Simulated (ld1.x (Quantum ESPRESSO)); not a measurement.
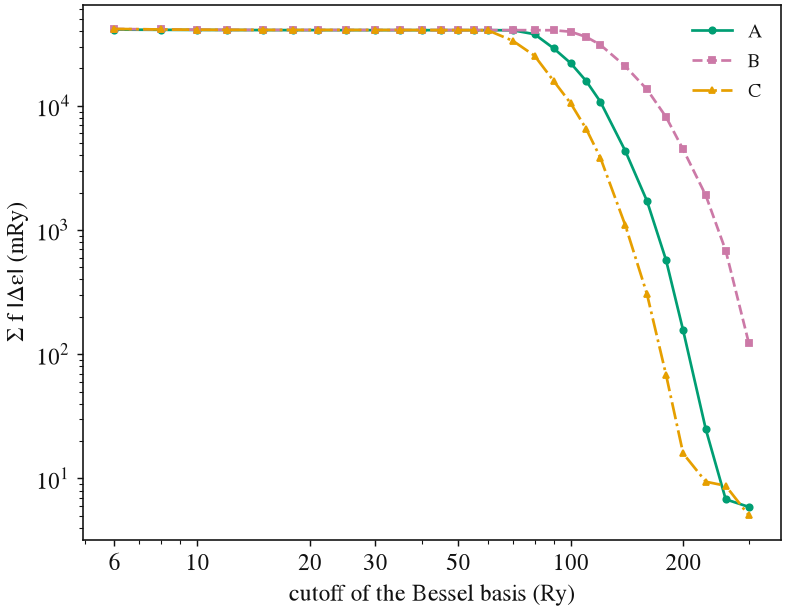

The occupation-weighted error of the valence levels in a spherical-Bessel basis for 3 variants of one potential.

Base settings:

```
Element                 : Se (Z = 34)
Generator               : ld1.x (Quantum ESPRESSO) 7.5
Type                    : norm-conserving Troullier–Martins (Kleinman–Bylander form)
Functional              : PBEsol
Relativity              : non-relativistic
Frozen core             : [Ar]
Valence charge          : 16
Reference configuration : 3d10 4s2 4p4
Partial waves           : 4s (bound): rc 1.40 bohr; 3d (bound): rc 0.80 bohr; 4p (bound): rc 1.30 bohr
Local potential         : the p channel
Core correction         : none
```

**Match the curves to these variants:**
1. base
2. all radii scaled by 1.32 (s 1.84, p 1.72, d 1.06 bohr)
3. waves 3d (bound): rc 1.18 bohr

A = 2, B = 1, C = 3.

**What did the other tests of these runs give?**

A: loose cutoff 260 Ry; bound ghosts none; largest test error -978 meV. B: loose cutoff over 300 Ry; bound ghosts none; largest test error -1064 meV. C: loose cutoff 230 Ry; bound ghosts none; largest test error -524 meV. The loose cutoff is the first of the cutoffs, on a coarse ladder, from which the occupation-weighted sum of valence levels, in a spherical-Bessel basis at the reference potential, stays within 10 and 1 mRy of its value at 400 Ry.
